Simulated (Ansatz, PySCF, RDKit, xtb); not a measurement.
**Which structure has the formula AlPNH4F?**

Task: start from the formula AlPNH4F, draw up candidate structures, narrow them down in stages, and characterise the one that lies lowest at 298.15 K.

The funnel: GFN2-xTB relaxations, single points with a density functional, relaxations at B3LYP-D3(BJ)/def2-SVP, harmonic vibrations, and a last energy at a higher level. All values are calculated.

7 further runs of the same task are left out: 7 set aside as unsound or not needed.

### Step 1. Possible bonding patterns

All bonding patterns within simple valence rules are listed by program: one Lewis structure each, at most two rings and one unusual centre or charged pair. O–O, O–halogen and N–halogen bonds and N–N–N chains are not drawn. That gives 28 candidates.

c004 [F][Al@@H-]1[NH][P@H2+]1; c066 [F][AlH][NH]P; c082 [NH3+][P-][AlH][F]; c125 F[P-][NH2+][AlH2]; c161 N=[P@H+][AlH2-][F]; c207 N=[P@H](F)[AlH2]; c249 F[P@H2+][N-][AlH2]; c262 [F][AlH2-][NH+]=P; c270 N[P@H][AlH][F]; c284 F[P@@H+]1[NH][AlH2-]1; c289 F/P=[NH+]/[AlH3-]; c291 [F][Al@@H-]1[NH2+][P@H]1; c311 F[P@@H]#[N+][AlH3-]; c314 [NH-][P@H2+][AlH][F]; c398 F[P@H][NH][AlH2]; c440 N[P@](F)[AlH2]; c470 [F][AlH][N-][P@H3+]; c481 [F][AlH][NH2+][PH-]; c501 [F][Al@H-]1[NH2+][P@H]1; c658 F[P@]1[NH2+][AlH2-]1; c665 F/P=[NH+]\[AlH3-]; c694 [NH2][AlH][P@H]F; c698 [NH2][Al]([F])[PH2]; c750 N=[P@@+](F)[AlH3-]; c797 [F][Al@H-]1[NH][P@H2+]1; c852 N=[P@+](F)[AlH3-]; c928 F[P@H]#[N+][AlH3-]; c966 N=[P@@H+][AlH2-][F].

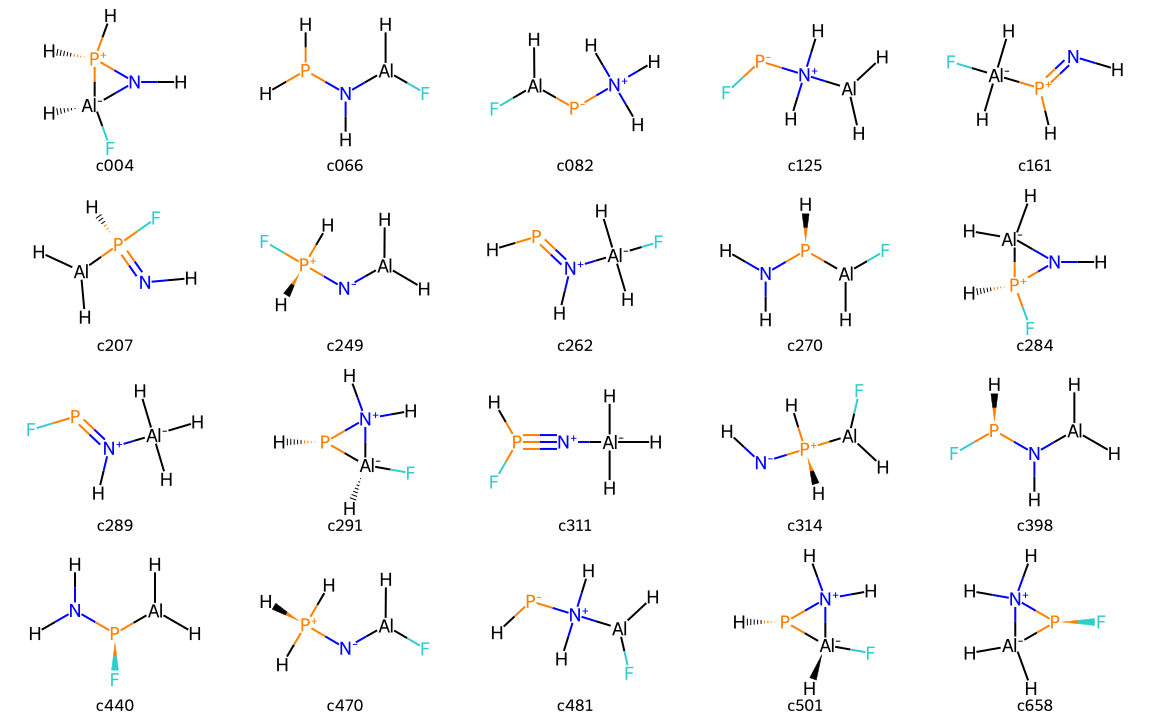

Structural formulas of the candidates (the first 20).

Candidates are built by distance geometry, with a force field where one applies, in up to four conformers (letters a to d). 6 starts with atoms placed at random are added, to find patterns that the rules miss.

### Step 2. Cheap relaxation of all starts

All 46 starts are relaxed the same way. One of them, c698a (enumerated, embedded by distance geometry and UFF), in full:

The input, start.xyz:

```xyz
8
c698a
Al    -2.332828    -0.145514    -0.226541
F     -3.243499    -0.978085     1.037556
N     -2.198341     1.746948    -0.275573
P     -1.335290    -1.379083    -1.960877
H     -3.169345     2.157550    -0.331315
H     -1.693392     2.051402    -1.109298
H     -0.052925    -0.644883    -1.878463
H     -1.853173    -0.518392    -2.994189
```

The run is started by

```bash
$ xtb start.xyz --gfn 2 --opt
```

What it wrote, cut to the lines that bear on the results:

```text
* xtb version 6.7.1
[...]
          :  # basis functions                  32          :
[...]
          :  # electrons                        24          :
[...]
          :  Hamiltonian                  GFN2-xTB          :
[...]
          :  net charge                          0          :
          :  unpaired electrons                  0          :
[...]
   *** convergence criteria satisfied after 14 iterations ***
[...]
   *** GEOMETRY OPTIMIZATION CONVERGED AFTER 21 ITERATIONS ***
[...]
   *** convergence criteria satisfied after 3 iterations ***
[...]
         ::                     SUMMARY                     ::
         :::::::::::::::::::::::::::::::::::::::::::::::::::::
         :: total energy             -13.384523625854 Eh    ::
         :: gradient norm              0.000510047975 Eh/a0 ::
         :: HOMO-LUMO gap              3.827090559153 eV    ::
         ::.................................................::
         :: SCC energy               -13.476403735888 Eh    ::
         :: -> isotropic ES            0.054089681850 Eh    ::
         :: -> anisotropic ES          0.002326666875 Eh    ::
         :: -> anisotropic XC          0.001163086239 Eh    ::
         :: -> dispersion             -0.003792912947 Eh    ::
         :: repulsion energy           0.091880110034 Eh    ::
         :: add. restraining           0.000000000000 Eh    ::
         :: total charge              -0.000000000000 e     ::
         :::::::::::::::::::::::::::::::::::::::::::::::::::::
[...]
        12        2.0000           -0.3820642             -10.3965 (HOMO)
        13                         -0.2414212              -6.5694 (LUMO)
[...]
          | TOTAL ENERGY              -13.384523625854 Eh   |
          | GRADIENT NORM               0.000510047975 Eh/α |
          | HOMO-LUMO GAP               3.827090559153 eV   |
           -------------------------------------------------
[...]
```

Wall time 0.079 s (2 threads of Arm Neoverse V2, shared host).

### Step 3. The minima found

46 of the 46 relaxations converged; 14 ended on a minimum already found. 32 distinct structures remain, the lowest 22 here:

```csv
label,start,SMILES after,spin,energy (kcal/mol),note
c066a,drawn,[F][AlH][NH]P,singlet,0.0,
c066b,drawn,[F][AlH][NH]P,singlet,1.8,
c797a,drawn,[F][Al@H-]1[NH][P@H2+]1,singlet,2.0,
c066c,drawn,[F][AlH][NH]P,singlet,4.3,
c894,random and drawn,[F][AlH2-][NH+]=P,singlet,8.8,
c698a,drawn,[NH2][Al]([F])[PH2],singlet,9.1,
c398c,drawn,[F][AlH2-][NH+]=P,singlet,9.3,bonds changed
c470a,drawn,[F][AlH][N-][P@H3+],singlet,9.8,
c648,random,[F][AlH][N-][P@H3+],singlet,9.9,
c262a,drawn,[F][AlH2]1[NH][PH]1 ‡,singlet,12.0,bonds changed
c291a,drawn,[F][Al@@H-]1[NH2+][P@H]1,singlet,15.5,
c481a,drawn,[F][AlH]1[NH2][PH]1 ‡,singlet,16.4,bonds changed
c270b,drawn,N[P@H][AlH][F],singlet,19.9,
c270a,drawn,N[P@H][AlH][F],singlet,22.1,
c284a,drawn,F[P@@H+]1[NH][AlH2-]1,singlet,24.0,
c161a,drawn,N=[PH+][AlH2-][F],singlet,24.2,
c207a,drawn,[NH][PH][AlH2][F] ‡,singlet,24.2,bonds changed
c161b,drawn,N=[PH+][AlH2-][F],singlet,28.6,
c440a,drawn,[NH2][P][AlH2][F] ‡,singlet,29.0,bonds changed
c314a,drawn,[NH-][P@H2+][AlH][F],singlet,33.9,
c249a,drawn,[F][PH2][N][AlH2] ‡,singlet,34.4,
c249b,drawn,[F][PH2][N][AlH2] ‡,singlet,34.6,
```

‡ marks the bonded skeleton alone, with all bonds drawn single: no Lewis structure was assigned that passes a check against the bond lengths.

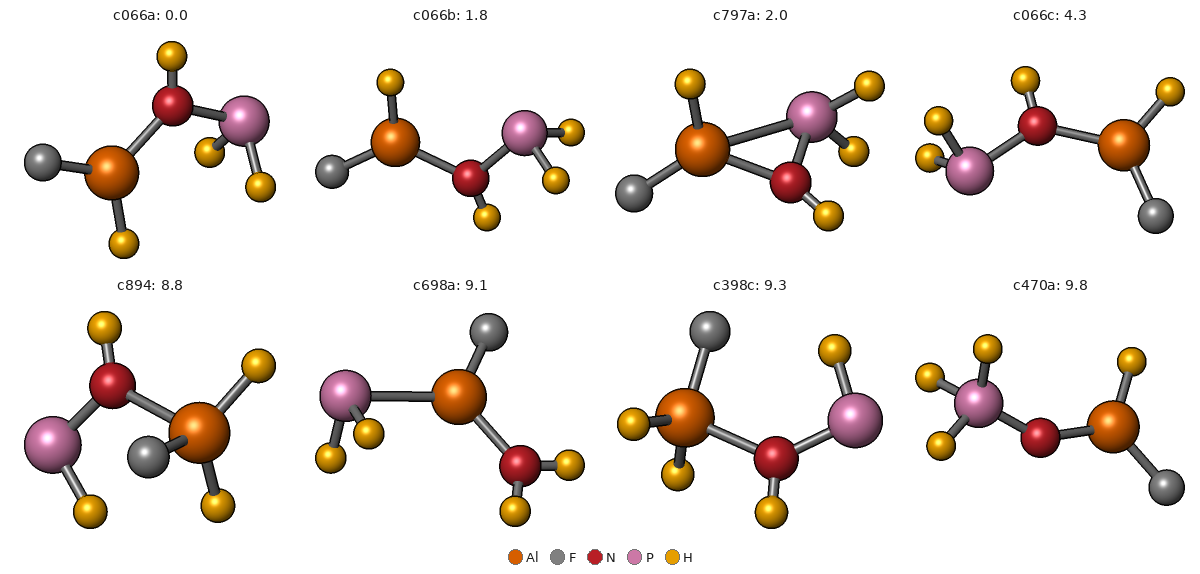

The 8 lowest minima that did not fall apart, with their GFN2-xTB energies in kcal/mol.

### Step 4. Second filter: single points

A choice of the minima (the low ones first, few conformers of a pattern, up to a cap) and the lowest that fell apart get a single point at r2SCAN-D4/def2-SVP on the tight-binding geometry, and one at HF/STO-3G for comparison. The lowest singlets are also tried as triplets at the same geometry (label ending in t). Within 30 kcal/mol but not screened, among others: c066c, c161b, c440a. The first, c066a:

The input, input.yaml:

```yaml
crystal:
  periodic: [false, false, false]
  atoms:
    - {symbol: Al, position_ang: [-2.419270, 0.041021, -1.330370]}
    - {symbol: F, position_ang: [-3.985325, -0.022075, -1.822879]}
    - {symbol: N, position_ang: [-1.748984, 1.312484, -0.254073]}
    - {symbol: P, position_ang: [-0.093132, 1.299582, 0.221451]}
    - {symbol: H, position_ang: [-1.488254, -1.041313, -1.822864]}
    - {symbol: H, position_ang: [-2.255984, 2.084180, 0.166199]}
    - {symbol: H, position_ang: [0.031490, -0.090245, 0.424115]}
    - {symbol: H, position_ang: [0.479187, 1.158397, -1.059240]}
basis:
  gaussian:
    orbitals: def2-SVP
hamiltonian:
  xc: {name: r2SCAN}
  dispersion: d4
scf:
  lower_state_search: "off"
```

The run is started by

```bash
$ ansatz run input.yaml --threads 2 --pin off --max-ram 4350MiB --events-out events.jsonl --progress --plain --runs-dir runs
```

What it wrote, cut to the lines that bear on the results:

```text
Warning: RAYON_NUM_THREADS=2 ignored (pool sized by the plan → 2); use --threads N
Functional definition: r2SCAN
  name "r2SCAN"
[...]
952 factors; their error is unknown
[...]
mean field -20148.46765071 eV, -740.4425290416 hartree, gradient 5.1e-6 eV, S^2 0.000000; 0 other end points of the search recorded, 0 dependent functions left out
reference -20148.46766215 eV, -740.4425294621 hartree; 24, 24 occupied and 60, 60 virtual orbitals, 952 factors
Total energy: -20148.50529360 eV, -740.4439123926 hartree
Checks for a lower state left out: stability, starts, cluster_reference, orbital_swaps, neighbouring_geometries, increment
```

Run time: 1.2 s. Hardware: 2 threads of Arm Neoverse V2, shared host.

Relative energies in kcal/mol, each column from its lowest structure that stays in one piece:

```csv
label,SMILES,spin,GFN2-xTB,HF/STO-3G,r2SCAN-D4/def2-SVP
c698a,[NH2][Al]([F])[PH2],singlet,9.1,0.0,0.0
c066a,[F][AlH][NH]P,singlet,0.0,8.9,19.6
c481a,[F][AlH]1[NH2][PH]1 ‡,singlet,16.4,19.1,20.1
c291a,[F][Al@@H-]1[NH2+][P@H]1,singlet,15.5,20.5,20.7
c066b,[F][AlH][NH]P,singlet,1.8,12.7,20.8
c797a,[F][Al@H-]1[NH][P@H2+]1,singlet,2.0,28.8,26.0
c270a,N[P@H][AlH][F],singlet,22.1,34.2,37.4
c648,[F][AlH][N-][P@H3+],singlet,9.9,108.9,38.4
c470a,[F][AlH][N-][P@H3+],singlet,9.8,107.1,39.2
c270b,N[P@H][AlH][F],singlet,19.9,35.2,41.2
c398c,[F][AlH2-][NH+]=P,singlet,9.3,51.5,46.9
c894,[F][AlH2-][NH+]=P,singlet,8.8,57.2,51.7
c284a,F[P@@H+]1[NH][AlH2-]1,singlet,24.0,57.3,62.3
c262a,[F][AlH2]1[NH][PH]1 ‡,singlet,12.0,82.7,67.1
c161a,N=[PH+][AlH2-][F],singlet,24.2,90.6,72.7
c207a,[NH][PH][AlH2][F] ‡,singlet,24.2,86.5,74.1
c481at,[F][AlH]1[NH2][PH]1 ‡,triplet,–,–,105.5
c698at,[NH2][Al]([F])[PH2],triplet,–,–,122.2
c066at,[F][AlH][NH]P,triplet,–,–,138.3
```

‡ marks the bonded skeleton alone, with all bonds drawn single: no Lewis structure was assigned that passes a check against the bond lengths.

Measured from c698a, GFN2-xTB misplaces c262a by 64 kcal/mol against r2SCAN-D4/def2-SVP, so minima dropped on its energies alone could hide the lowest isomer.

### Step 5. A second chance for lost patterns

Some ordinary bonding patterns rearranged or fell apart under GFN2-xTB. Their starts are relaxed at r2SCAN-D4/def2-SVP instead (label ending in r). The first, c398ar:

The input, input.yaml:

```yaml
crystal:
  periodic: [false, false, false]
  atoms:
    - {symbol: Al, position_ang: [-0.944727, -0.827753, -1.208767]}
    - {symbol: F, position_ang: [-3.955591, 2.137438, -0.294931]}
    - {symbol: "N", position_ang: [-2.300325, 0.167958, -0.308625]}
    - {symbol: P, position_ang: [-2.884271, 1.438377, -1.437780]}
    - {symbol: H, position_ang: [-1.781130, 2.327454, -1.129702]}
    - {symbol: H, position_ang: [-3.135926, -0.479417, -0.173158]}
    - {symbol: H, position_ang: [0.519877, -0.942011, -0.558444]}
    - {symbol: H, position_ang: [-1.294953, -1.519812, -2.572298]}
basis:
  gaussian:
    orbitals: def2-SVP
hamiltonian:
  xc: r2scan
  dispersion: d4
scf:
  lower_state_search: "off"
relax:
  f_tol: 0.01
```

The run is started by

```bash
$ ansatz run input.yaml --threads 2 --pin off --max-ram 4350MiB --events-out events.jsonl --progress --plain --runs-dir runs
```

What it wrote, cut to the lines that bear on the results:

```text
Warning: RAYON_NUM_THREADS=2 ignored (pool sized by the plan → 2); use --threads N
[...]
[... 2 set-up lines as earlier in the session ...]
[...]
952 factors; their error is unknown
[...]
mean field -20145.95406729 eV, -740.3501565549 hartree, gradient 6.2e-6 eV, S^2 0.000000; 0 other end points of the search recorded, 0 dependent functions left out
[...]
reference -20145.95407815 eV, -740.3501569539 hartree; 24, 24 occupied and 60, 60 virtual orbitals, 952 factors
[...]
Atom 4 at    -1.711127     2.194180    -1.220023 Å, force     0.000387    -0.000263     0.001498 eV/Å
Atom 5 at    -3.504005    -0.478408    -1.498526 Å, force     0.001457     0.000981     0.000433 eV/Å
Atom 6 at     0.180371     0.156438    -0.858237 Å, force    -0.000491    -0.001496    -0.000238 eV/Å
Atom 7 at    -1.049156    -2.339169    -1.333749 Å, force     0.000961     0.000135     0.000024 eV/Å
Dipole moment:     0.016287    -0.271031    -0.292625 e Å
Checks for a lower state left out: stability, starts, cluster_reference, orbital_swaps, neighbouring_geometries, increment
```

It took 28 s on 2 threads of Arm Neoverse V2, shared host.

Energies at r2SCAN-D4/def2-SVP after that relaxation, from the lowest structure of the screen (which was not relaxed at this level):

```csv
label,SMILES,spin,energy (kcal/mol)
c398ar,F[P@H][NH][AlH2],singlet,50.4
```

### Step 6. Relaxing the best candidates

3 candidates are relaxed at B3LYP-D3(BJ)/def2-SVP (chosen among the lowest in one piece). The first, c698a:

The input, input.yaml:

```yaml
crystal:
  periodic: [false, false, false]
  atoms:
    - {symbol: Al, position_ang: [-2.349418, -0.139052, -0.412786]}
    - {symbol: F, position_ang: [-3.330172, -0.785438, 0.755167]}
    - {symbol: "N", position_ang: [-2.330089, 1.640968, -0.453460]}
    - {symbol: P, position_ang: [-1.146588, -1.478839, -1.864733]}
    - {symbol: H, position_ang: [-2.887585, 2.191506, 0.186833]}
    - {symbol: H, position_ang: [-1.833788, 2.272476, -1.065735]}
    - {symbol: H, position_ang: [-0.160059, -0.492174, -1.939867]}
    - {symbol: H, position_ang: [-1.841093, -0.919503, -2.944119]}
basis:
  gaussian:
    orbitals: def2-SVP
hamiltonian:
  xc: {name: B3LYP}
  dispersion: d3bj
scf:
  lower_state_search: off
relax:
  f_tol: 0.003
```

The run is started by

```bash
$ ansatz run input.yaml --threads 2 --pin off --max-ram 4350MiB --events-out events.jsonl --progress --plain --runs-dir runs
```

What it wrote, cut to the lines that bear on the results:

```text
Warning: RAYON_NUM_THREADS=2 ignored (pool sized by the plan → 2); use --threads N
[...]
Functional definition: B3LYP
  name "B3LYP"
[...]
854 factors; integrals over basis functions are off by at most 4.2e-4 eV
[...]
mean field -20153.79141627 eV, -740.6381738173 hartree, gradient 6.6e-6 eV, S^2 0.000000; 0 other end points of the search recorded, 0 dependent functions left out
[...]
Atom 4 at    -2.888920     2.280755     0.320100 Å, force     0.000693     0.000946    -0.000044 eV/Å
Atom 5 at    -1.533346     2.342499    -0.645042 Å, force     0.000541     0.001230    -0.000173 eV/Å
Atom 6 at    -0.575242    -0.175086    -2.636464 Å, force     0.000574     0.001469    -0.001313 eV/Å
Atom 7 at    -1.817129    -1.851013    -2.508151 Å, force    -0.000550    -0.001895    -0.000514 eV/Å
Dipole moment:     0.118432     0.487292    -0.149768 e Å
Checks for a lower state left out: stability, starts, cluster_reference, orbital_swaps, neighbouring_geometries, increment
```

Run time: 22 s. Hardware: 2 threads of Arm Neoverse V2, shared host.

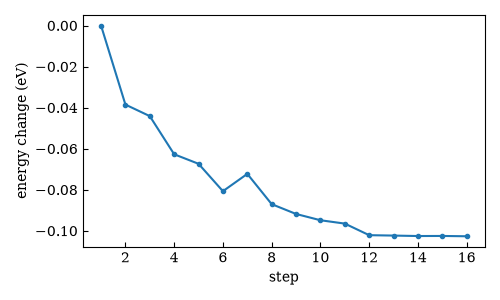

Energy along the run, all evaluated steps.

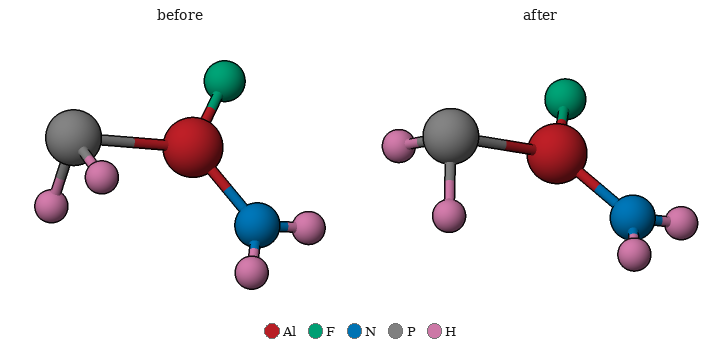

Before and after, at one scale.

After the run. Bond lengths: Al1–F2 1.671 Å, Al1–N3 1.765 Å, Al1–P4 2.326 Å, N3–H5 1.016 Å, N3–H6 1.015 Å, P4–H7 1.432 Å, P4–H8 1.431 Å. Angles: F2–Al1–N3 117.3°, F2–Al1–P4 118.9°, N3–Al1–P4 123.7°, Al1–N3–H5 124.6°, Al1–N3–H6 125.3°, Al1–P4–H7 92.4°, Al1–P4–H8 91.9°, H5–N3–H6 110.1°, H7–P4–H8 93.8°.

### Step 7. After refinement

```csv
label,spin,r2SCAN-D4/def2-SVP (kcal/mol),"B3LYP-D3(BJ)/def2-SVP, relaxed (kcal/mol)",time
c698a,singlet,0.0,0.0,22 s
c066a,singlet,19.6,16.3,17 s
c481a,singlet,20.1,19.3,17 s
```

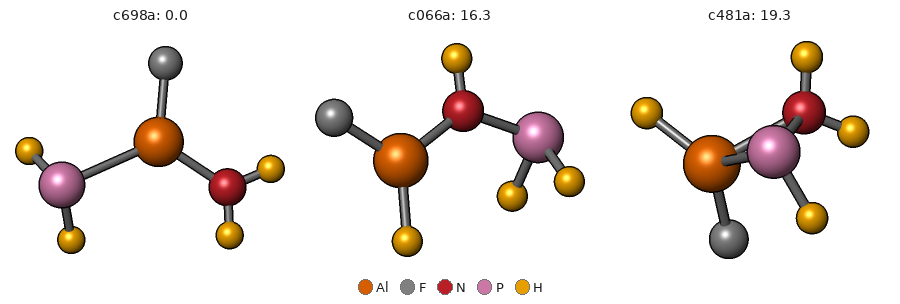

The relaxed structures, with energies at B3LYP-D3(BJ)/def2-SVP in kcal/mol.

### Step 8. Harmonic analysis of the finalists

The lowest few in one piece go on as finalists. Harmonic vibrations at B3LYP-D3(BJ)/def2-SVP test each finalist and give the zero-point energy and the thermal terms. The first, c698a:

The input, input.yaml:

```yaml
crystal:
  periodic: [false, false, false]
  atoms:
    - {symbol: Al, position_ang: [-2.369852, -0.002947, -0.517541]}
    - {symbol: F, position_ang: [-3.647404, -0.800938, 0.205512]}
    - {symbol: "N", position_ang: [-2.246490, 1.737531, -0.249795]}
    - {symbol: P, position_ang: [-0.800409, -1.240857, -1.707318]}
    - {symbol: H, position_ang: [-2.888920, 2.280755, 0.320100]}
    - {symbol: H, position_ang: [-1.533346, 2.342499, -0.645042]}
    - {symbol: H, position_ang: [-0.575242, -0.175086, -2.636464]}
    - {symbol: H, position_ang: [-1.817129, -1.851013, -2.508151]}
basis:
  gaussian:
    orbitals: def2-SVP
phonons: {}
hamiltonian:
  xc: {name: B3LYP}
  dispersion: d3bj
scf:
  lower_state_search: off
```

The run is started by

```bash
$ ansatz run input.yaml --threads 2 --pin off --max-ram 4350MiB --events-out events.jsonl --progress --plain --runs-dir runs
```

What it wrote, cut to the lines that bear on the results:

```text
Warning: RAYON_NUM_THREADS=2 ignored (pool sized by the plan → 2); use --threads N
[... 2 set-up lines as earlier in the session ...]
[...]
854 factors; integrals over basis functions are off by at most 3.2e-4 eV
[...]
mean field -20153.89601069 eV, -740.6420175914 hartree, gradient 5.1e-6 eV, S^2 0.000000; 0 other end points of the search recorded, 0 dependent functions left out
[...]
Atom 6 at    -0.575242    -0.175086    -2.636464 Å, force     0.000610     0.001455    -0.001309 eV/Å
Atom 7 at    -1.817129    -1.851013    -2.508151 Å, force    -0.000575    -0.001855    -0.000496 eV/Å
Dipole moment:     0.118433     0.487290    -0.149769 e Å
Vibrations: 87.74 136.01 203.54 208.19 355.16 393.34 416.99 562.72 603.89 659.24 796.28 912.15 1091.62 1521.69 2362.38 2376.15 3571.95 3658.97 cm⁻¹, zero-point energy 1.234759 eV
Checks for a lower state left out: stability, starts, cluster_reference, orbital_swaps, neighbouring_geometries, increment
```

Run time: 47 s. Hardware: 2 threads of Arm Neoverse V2, shared host.

### Step 9. Zero-point energy and free-energy terms

At 298.15 K and 1 atm, ideal gas, rigid rotor and harmonic oscillator:

```csv
label,SMILES,spin,point group,lowest mode (cm⁻¹),zero-point (kcal/mol),G − E (kcal/mol)
c698a,[NH2][Al]([F])[PH2],singlet,C1,88,28.5,8.6
c066a,[F][AlH][NH]P,singlet,Cs,79,27.4,8.0
c481a,[F][AlH]1[NH2][PH]1 ‡,singlet,C1,161,29.3,10.5
```

Chiral structures get −RT ln 2 for their mirror image.

‡ marks the bonded skeleton alone, with all bonds drawn single: no Lewis structure was assigned that passes a check against the bond lengths.

### Step 10. The final energy

Each finalist gets a single point at CCSD(T)/def2-TZVP.

c698a, CCSD(T)/def2-TZVP:

Changes to input.yaml since step 8:

```diff
@@ -13,8 +13,5 @@
   gaussian:
-    orbitals: def2-SVP
-phonons: {}
-hamiltonian:
-  xc: {name: B3LYP}
-  dispersion: d3bj
-scf:
-  lower_state_search: off
+    orbitals: def2-TZVP
+correlation:
+  method: ccsd_t
+  frozen_orbitals: {"N": 1, F: 1, P: 5, H: 0, Al: 5}
```

The run is started by

```bash
$ ansatz run input.yaml --threads 2 --pin off --max-ram 4350MiB --events-out events.jsonl --progress --plain --runs-dir runs
```

What it wrote, cut to the lines that bear on the results:

```text
Warning: RAYON_NUM_THREADS=2 ignored (pool sized by the plan → 2); use --threads N
Functional definition: HF
  name "HF"
[...]
1045 factors; integrals over basis functions are off by at most 1.1e-3 eV
[...]
mean field -20111.82472420 eV, -739.0959263301 hartree, gradient 1.7e-6 eV, S^2 0.000000; 0 other end points of the search recorded, 0 dependent functions left out
12 core orbitals not correlated: weight in the atoms' cores, before any rotation towards them, 1.000 or more for the frozen orbitals, at most 0.000 for the correlated occupied ones
reference -20111.82472420 eV, -739.0959263301 hartree; 12, 12 occupied and 136, 136 virtual orbitals, 1045 factors
second order -18.62455283 eV of doubles, -0.00000000 eV of singles
cycle   1  -19.03036426 eV  change   -4.1e-1 eV  update   9.6e-2
[...]
cycle  10  -19.56356613 eV  change   -3.3e-6 eV  update   8.7e-6
perturbative correction -0.68431318 eV, -0.0251480453 hartree
Total energy: -20132.07260351 eV, -739.8400221700 hartree
```

It took 27 s on 2 threads of Arm Neoverse V2, shared host; peak memory 1.2 GiB.

[end of part 1 of 2]
